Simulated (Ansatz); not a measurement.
## Electronic structure of BCl2F···Cl (doublet) in real space

The calculation's input:

```
crystal:
  periodic: [false, false, false]
  atoms:
    - { symbol: B, position_ang: [-0.024986, -0.00437, -0.367773] }
    - { symbol: Cl, position_ang: [-0.010891, -0.006558, 2.675022] }
    - { symbol: F, position_ang: [1.143464, 0.006385, -0.948698] }
    - { symbol: Cl, position_ang: [-1.578369, -0.002692, -1.130086] }
    - { symbol: Cl, position_ang: [0.003082, 0.007236, 4.741536] }
magnetization:
  spin_polarized: true
  initial_magnetization: 1
basis:
  gaussian: { orbitals: "6-31G*" }
hamiltonian:
  xc: pbe
  dispersion: d4
relax:
  f_tol: 0.03
  max_steps: 50
output:
  orbitals: {}
```

Command:

```sh
ansatz run input.yaml --threads 4 --pin off --max-ram 5120MiB --backend cpu --events-out ev --progress --plain --runs-dir out
```

The fields are those of the run's last geometry, not of the input's.

Method: UKS PBE-D4/6-31G* (Ansatz 0.2.0).

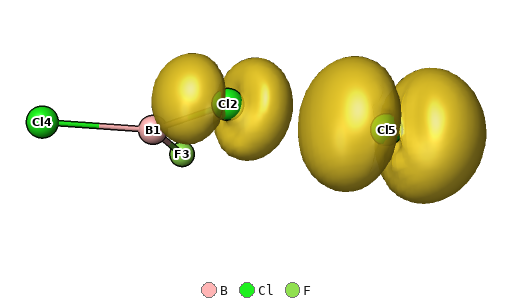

Figure 1. Isosurfaces of the spin density at +0.02 (yellow) and −0.02 e/Å³ (cyan), seen from one side.

Which atoms carry the spin?

Answer. The unpaired spin (1 electron) lies mostly on Cl5 (about 0.8) and Cl2 (about 0.2), in electrons by Hirshfeld's partition. Only one sign reaches the isovalue.

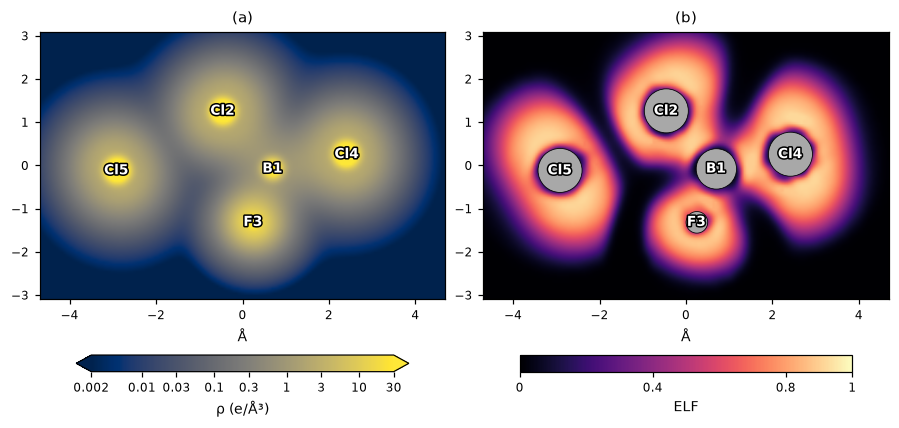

Figure 2. (a) electron density; (b) ELF on the molecular plane. Grey discs cover the atomic cores in the ELF map.

Interpret the plot.

Answer. The plane passes through B, Cl and F nuclei.
Cl2···Cl5 (2.82 Å): the density falls to about 0.17 e/Å³ on the way; the ELF dips to about 0.10 between them.
B–F (1.32 Å): ρ is about 2.2 e/Å³ halfway; the ELF peaks at about 0.85 between the atoms: a polar covalent bond.
B–Cl (1.75 Å): ρ at the midpoint is about 1.4 e/Å³; the ELF peaks at about 0.90 between the atoms: a polar covalent bond.
The ELF also peaks beside F3, Cl4 and Cl2, away from the bonds: non-bonding electrons, paired or unpaired.

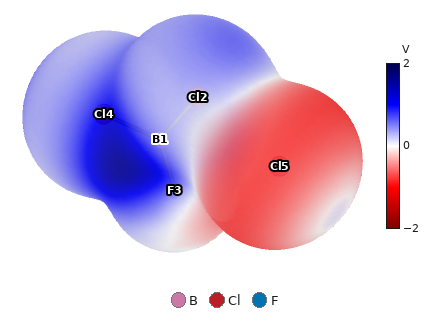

Figure 3. The electrostatic potential painted on the density surface at 0.001 e/bohr³, seen at a tilt; red is negative and blue positive.

Where is the surface potential most negative and most positive?

Answer. The most negative region (about −0.7 V) lies over Cl5, the most positive (about +1.5 V) over B1. Cl4 shows a σ-hole: about +0.7 V at the tip opposite its bond, against about +0.3 V on its flanks.
